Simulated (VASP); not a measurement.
Band structure of Te$_{2}$W. Level of theory: PBEsol GGA, VASP's PBE PAW potentials (set 64) (plane waves; VASP 6.6.1).

The cell holds a wide vacuum, so values per volume refer to the whole cell. Unless said otherwise, spin-orbit coupling is left out, though it shifts the bands of the heavy elements here.

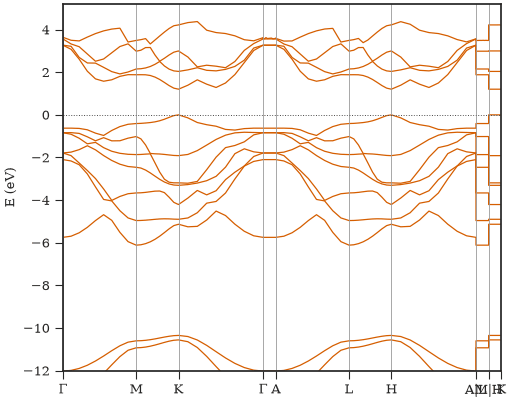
Bands along high-symmetry lines, zero at the valence-band maximum or, without a gap, the Fermi level

**Question.** Read the plot: is there a gap, and where are the band edges?

**Answer.** The gap is direct, 1.20 eV, from the valence maximum at K to the conduction minimum at K. (Edges off the drawn lines would not show.)

The cell is a sheet with vacuum, built from a database entry that may be metastable or hypothetical.
